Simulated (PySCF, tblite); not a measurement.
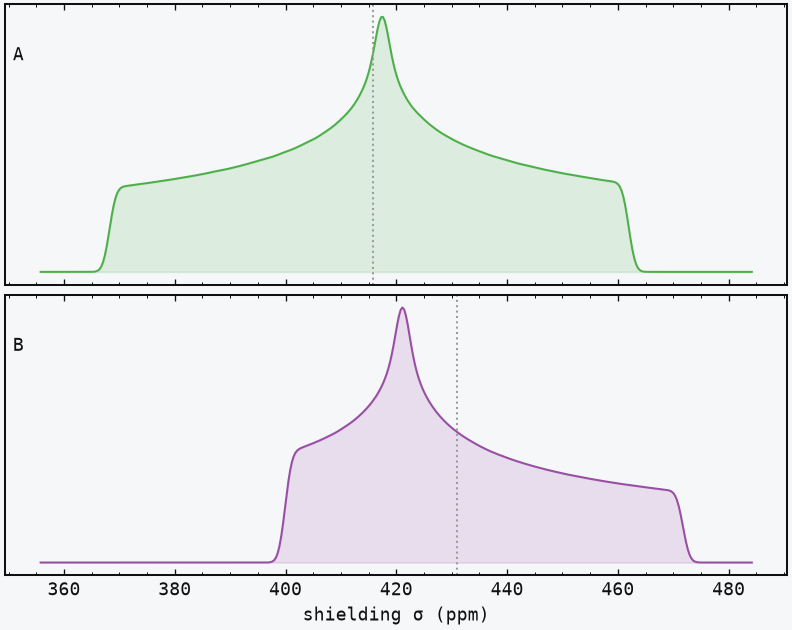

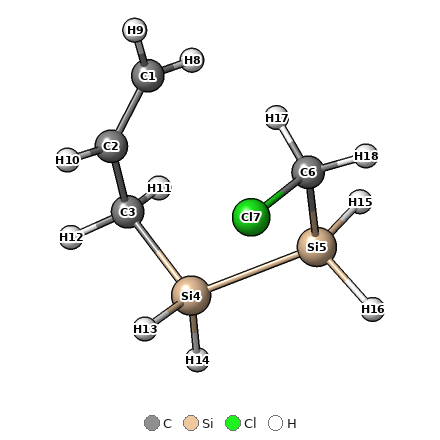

Static powder patterns (²⁹Si) from GIAO shielding tensors of C₄H₁₁ClSi₂, SMILES C=CC[SiH2][SiH2]CCl, PBE0/pcSseg-1, PySCF, at a GFN2-xTB geometry (a minimum by its frequencies); absolute shielding, one fixed geometry of the isolated molecule without any motion, no dipolar terms. The dotted line is the isotropic value; skew is 3(σiso − σ22)/span.

Q: The panels belong to Si4 and Si5. Which is which?

A: panel A: Si5, σ11, σ22, σ33 = 368, 417, 462 ppm, isotropic 416, span 94 ppm, skew −0.05; panel B: Si4, σ11, σ22, σ33 = 400, 421, 472 ppm, isotropic 431, span 72 ppm, skew 0.41.

Note: the tight-binding geometry is rougher than a DFT one and adds to the error; one conformer of a flexible molecule.
